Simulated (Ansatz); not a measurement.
## SrTe (rock salt), generalised stacking-fault energy along a line

SrTe (rock salt) is sheared across one {100} plane: the third cell vector gains the shift, so faults repeat every 10.1 Å. The cut lies between planes 3.36 Å apart; the cell height is held.

```
CELL_PARAMETERS angstrom
      4.75105     0.00000     0.00000
      0.00000     4.75105     0.00000
      2.37553     2.37553    10.07850
ATOMIC_POSITIONS crystal
  Sr 0.00000 0.00000 0.83333
  Sr 0.33333 0.33333 0.16667
  Sr 0.66667 0.66667 0.50000
  Te 0.83333 0.83333 0.16667
  Te 0.16667 0.16667 0.50000
  Te 0.50000 0.50000 0.83333
```

In-plane vectors a = (4.751, 0.000) Å, b = (0.000, 4.751) Å, area 22.57 Å². The shift is s times the vector a + b (length 6.719 Å), so s = 1 restores the start. The shift is rigid: no atom relaxes. γ = [E(shift) − E(0)] / area.

The numbers are results of PBE (plane waves to 420 eV, PAW, scalar-relativistic; Ansatz, a quantum-chemistry and plane-wave program), not measurements. k mesh 6×6×6 (Γ-centred), Fermi-Dirac smearing 0.05 eV. Energies are extrapolated to zero smearing. Stress and pressure are positive under compression. Faults lie only 10.1 Å apart, and holding the cell height and the atoms raises γ above its relaxed value. Spin-orbit coupling is left out, though Te is heavy. SrTe was relaxed with its symmetry unable to fall. The zero of γ is zero shift.

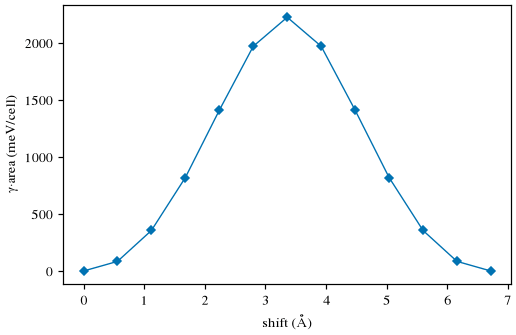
*γ·area (meV/cell) against shift (Å); one marker a computed point (the last repeats the first, one period on).*

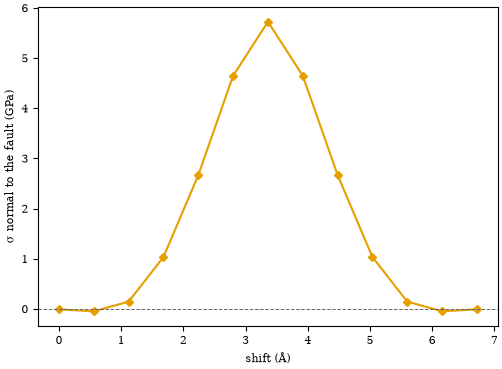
Figure. σ normal to the fault (GPa) against shift (Å); computed points joined by lines (the last repeats the first, one period on).

The highest computed γ on the line comes out as 1.58 J/m² and the steepest slope dγ/d(shift) before the first maximum (spline) comes out as 7.8 GPa. Position of the highest point: s = 0.500. Local minima between the ends: no computed point is one.

A slope of 1 mJ/m² per Å is 0.01 GPa.

(The slope of γ gives the shear force per area between the displaced halves; near zero shift its curvature is an elastic stiffness.)
